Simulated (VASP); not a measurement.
Here is the system:

```
CELL_PARAMETERS angstrom
      2.30010     0.00000     0.00000
      0.00000     2.30010     0.00000
      0.00000     0.00000     2.30010
ATOMIC_POSITIONS crystal
  B  0.00000 0.00000 0.00000
  N  0.50000 0.50000 0.50000
```

Level of theory: PBEsol GGA, VASP's PBE PAW potentials (set 64) (plane waves; VASP). Settings: 520 eV cut-off, 18×18×18 Γ-centred mesh, tetrahedra with Blöchl corrections, potentials B N.

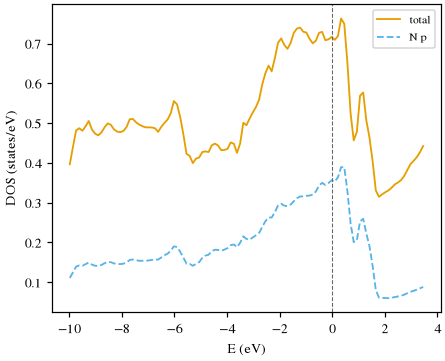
Fig. 1. Total and projected density of states, zero at the Fermi level

Within 2 eV below the Fermi level the largest weight inside VASP's projection spheres is N p, then B p.

It has no gap at this level: it comes out as a metal or semimetal.

The structure was generated: BN was put into the CsCl type type (Pm-3m), which need not be its known phase. It was relaxed first, which changed the volume by +49 %.
